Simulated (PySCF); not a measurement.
**H$_{13}$NOSi$_{5}$: density, localisation and related maps**

The calculation's input:

```
{"job": {"kind": "nmr", "xc": "PBE0", "basis": "pcSseg-1"}, "charge": 0, "multiplicity": 1}
Si     1.995158    -0.609759     1.178158
Si     2.413932     0.919649    -0.555911
O      1.026231     1.276877    -1.401473
Si    -0.589138     0.971650    -1.568952
N     -1.201196    -0.030076    -0.271991
Si    -1.452940    -1.750327    -0.539780
Si    -1.807373     0.765839     1.176811
H      1.453675    -1.893851     0.636457
H      1.032148    -0.055222     2.177834
H      3.284507    -0.904042     1.880385
H      2.974833     2.184844     0.007653
H      3.419917     0.341334    -1.498147
H     -0.810703     0.258757    -2.857292
H     -1.300604     2.279507    -1.543314
H     -2.819548    -2.036372    -1.077346
H     -0.443371    -2.231721    -1.528344
H     -1.296509    -2.479964     0.752470
H     -0.974619     1.978092     1.436793
H     -1.721408    -0.176658     2.330205
H     -3.231831     1.194362     1.021152
```

Run with:

```sh
OMP_NUM_THREADS=1 python probes_run.py task.json out
```

Geometry: PBE0-D3(BJ)/def2-SVP.

All numbers below come from PBE0/pcSseg-1, SCF density, gas phase, non-relativistic (PySCF).

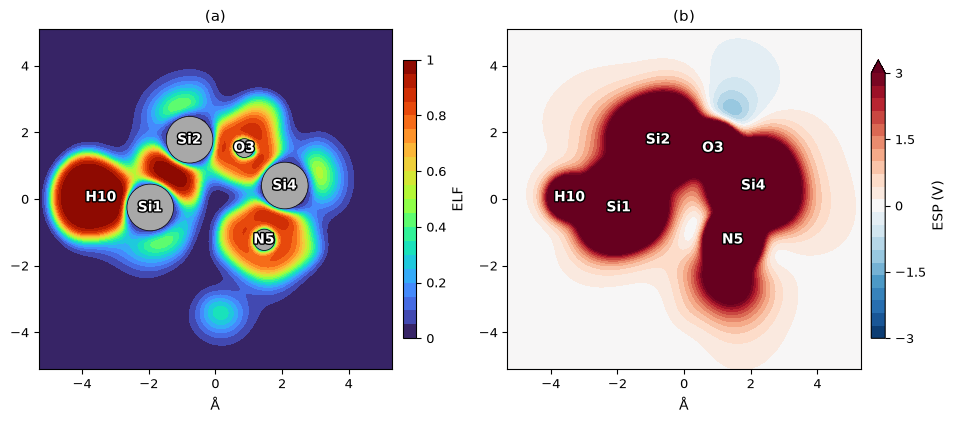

Figure 1. (a) ELF; (b) molecular electrostatic potential on the plane of atoms Si1, Si2 and O3. Grey discs cover the atomic cores in the ELF map.

> Read the bonding off the picture.

- The section cuts through Si, O, N and H sites.
- Si–O (1.65 Å): the ELF peaks at about 0.85 between the atoms: a shared but strongly polarised pair.
- Si–N (1.75 Å): the ELF peaks at about 0.90 between the atoms, as expected for a polar covalent bond.
- Si–Si (2.35 Å): the ELF peaks at about 1 between the atoms, as expected for localised, covalent bonding.
- Si–H (1.50 Å): the ELF climbs to about 1 towards the hydrogen, as it does in any bond to H.
- The ELF also peaks beside O3, away from the bonds: lone-pair regions.
- Outside the dense part of the molecule the potential is most negative (−1.2 V) near O3.

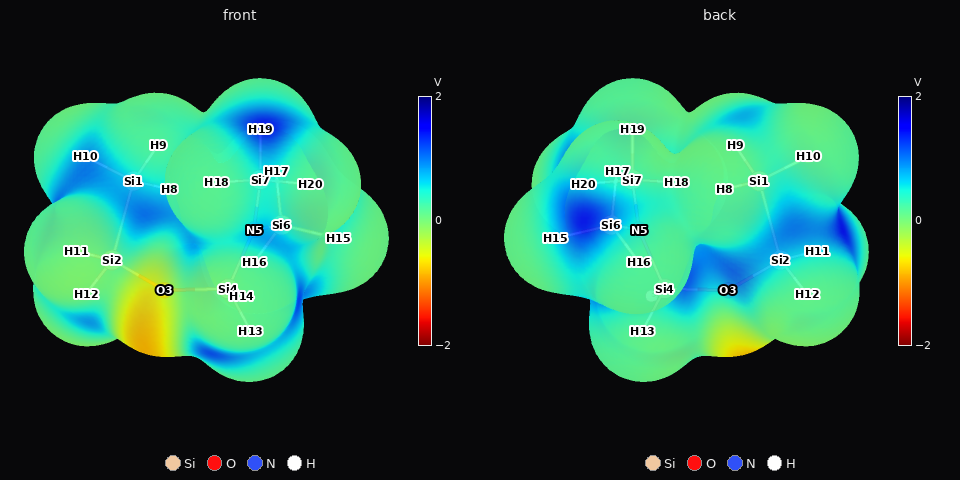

Figure 2. The electrostatic potential painted on the density surface at 0.002 e/bohr³, seen from the front and from behind; red is negative and blue positive.

> Which sites attract a positive test charge, and which a negative one?

A positive charge is drawn to the negative regions and a negative charge to the positive ones. The most negative region (about −0.8 V) lies over O3, the most positive (about +1.5 V) over Si2, Si6 and Si7.

> How polar is the molecule by this calculation?

Its dipole moment is 0.53 D.
